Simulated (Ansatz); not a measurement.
```yaml
atoms:
  - { symbol: C, position_ang: [-0.1458, 0.6430, -1.1392] }
  - { symbol: Ag, position_ang: [-2.3802, 0.2292, 1.6908] }
  - { symbol: S, position_ang: [-0.5945, 3.3591, 0.3875] }
  - { symbol: Si, position_ang: [-1.5281, 1.4761, -0.1451] }
  - { symbol: H, position_ang: [0.1582, 1.2802, -1.9867] }
  - { symbol: H, position_ang: [-0.4843, -0.3266, -1.5365] }
  - { symbol: H, position_ang: [0.7435, 0.4647, -0.5112] }
  - { symbol: H, position_ang: [-1.6568, 3.8539, 1.0608] }
```

Geometry: r2SCAN-D4/def2-SVP; core potentials replace the inner electrons of Ag.

Theory: Ansatz, isolated molecule in a Gaussian basis; Kohn-Sham density functional theory, functional PBE0.

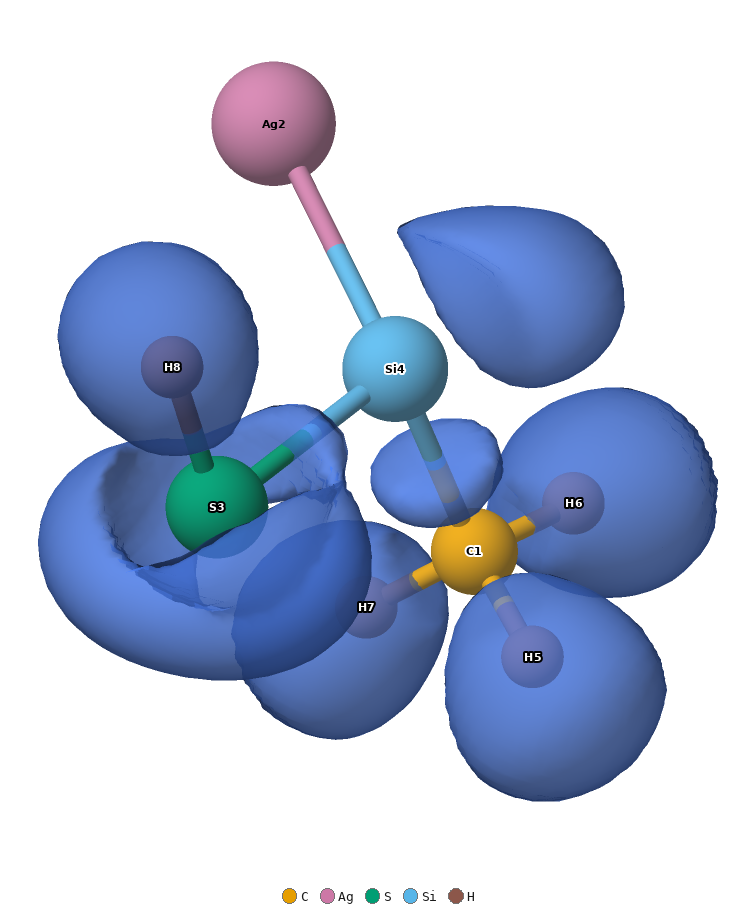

CH$_{4}$AgSSi (SMILES C[Si](S)[Ag]) (doublet). Isosurface of the electron localisation function at 0.85 (blue), seen at an oblique angle. Core shells and regions of very low density are left out.

Q: What do the ELF domains correspond to?

A: The surface consists of one region between bonded C–Si atoms (shared pairs), four regions around hydrogen nuclei, one region on S in which the atom's valence shell and bonds are merged and one lobe on Si, pointing away from the bonds (non-bonding electrons). Profiles from the grid: C–Si (1.90 Å): the ELF peaks at about 0.95 between the atoms: localised, covalent bonding. Si–S (2.17 Å): the ELF peaks at about 0.90 between the atoms, as expected for a covalent bond.
